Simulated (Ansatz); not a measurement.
## Electronic structure of CHOSe (doublet) in real space

The calculation's input:

```
crystal:
  periodic: [false, false, false]
  atoms:
    - { symbol: O, position_ang: [-0.80275, 0.18128, -0.19748] }
    - { symbol: C, position_ang: [0.47702, 0.02819, 0.01184] }
    - { symbol: Se, position_ang: [1.31416, -1.13434, 0.97864] }
    - { symbol: H, position_ang: [-0.98843, 0.92486, -0.793] }
magnetization:
  spin_polarized: true
  initial_magnetization: 1
basis:
  gaussian: { orbitals: def2-SVPD }
hamiltonian:
  xc: pbe0
relax:
  f_tol: 0.02
  max_steps: 50
output:
  orbitals: {}
```

Launched as:

```sh
ansatz run input.yaml --threads 2 --pin off --max-ram 3072MiB --backend cpu --events-out ev --progress --plain --runs-dir out
```

The fields are those of the run's last geometry, not of the input's.

All numbers below come from UKS PBE0/def2-SVPD (Ansatz).

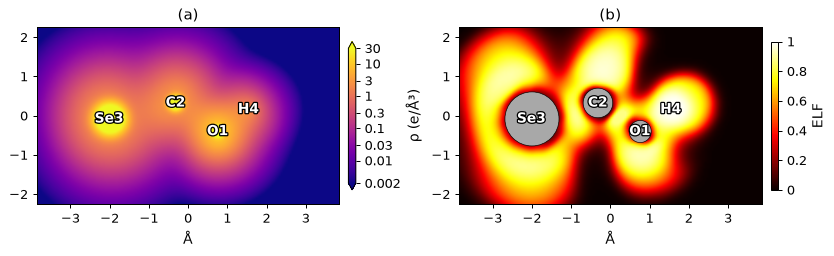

Figure 1. (a) electron density; (b) electron localisation function on the molecular plane. Grey discs cover the atomic cores in the ELF map.

**What do the fields say about this system?**

- The section cuts through O, C, Se and H sites.
- C–O (1.30 Å): ρ at the midpoint is about 2.6 e/Å³; the ELF peaks at about 0.90 between the atoms (a polar covalent bond).
- C–Se (1.73 Å): ρ is about 1.3 e/Å³ halfway; the ELF peaks at about 0.85 between the atoms, as expected for a covalent bond.
- O–H (0.97 Å): ρ is about 3.8 e/Å³ halfway; the ELF climbs to about 1 towards the hydrogen, as it does in any bond to H; an ordinary covalent bond to hydrogen.
- The ELF also peaks beside Se3, O1 and C2, away from the bonds: non-bonding electrons, paired or unpaired.

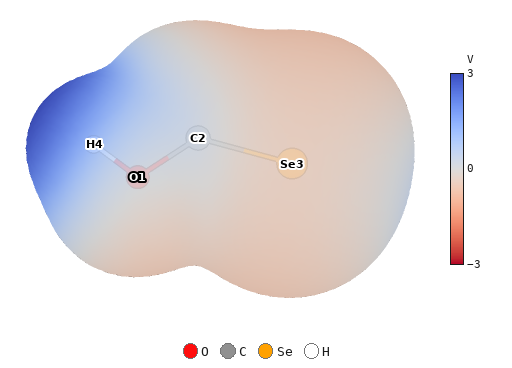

Figure 2. The electrostatic potential painted on the density surface at 0.001 e/bohr³, seen at a tilt; the colour scale runs from red (negative) to blue (positive).

**Describe the electrostatic potential map.**

The most negative region (about −0.7 V) lies over C2 and Se3, the most positive (about +2.9 V) over H4.

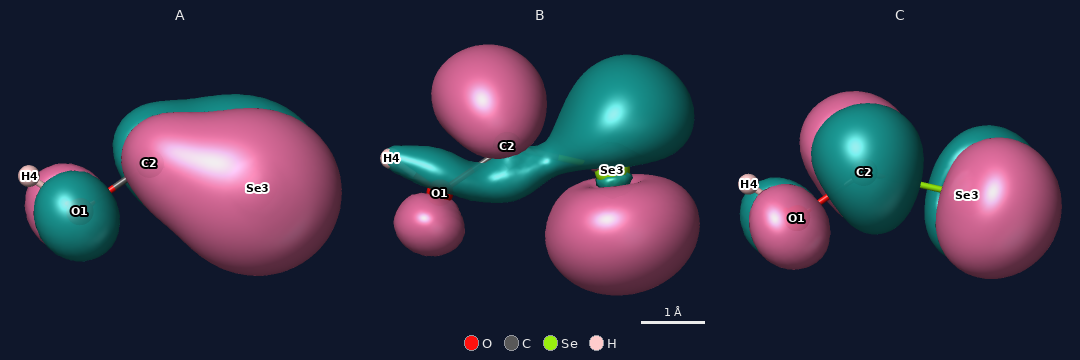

Figure 3. Three frontier orbitals at ±0.1 Å⁻³ᐟ² (teal and pink are the two phases), in no order.

**Which picture is the HOMO−1, the HOMO and the LUMO? All are α orbitals.**

A is the HOMO−1 (α) (−7.82 eV). By Hirshfeld shares it lies mainly on Se3 (about 70 %), C2 (about 20 %) and O1 (about 10 %); it changes sign across the molecular plane (π type); π-antibonding (a node) across O1–C2. B is the HOMO (α) (−6.08 eV). Its weight (Hirshfeld) is mainly on Se3 (about 60 %), C2 (about 30 %) and O1 (about 10 %); it is symmetric in the molecular plane (an in-plane orbital: σ, lone-pair or in-plane π type). C is the LUMO (α) (−1.81 eV). By Hirshfeld shares it lies mainly on C2 (about 45 %), Se3 (about 40 %) and O1 (about 15 %); it changes sign across the molecular plane (π type); π-antibonding (a node) across O1–C2 and C2–Se3.

**What is the gap between the highest occupied and lowest empty α orbitals?**

4.27 eV between the orbital energies.
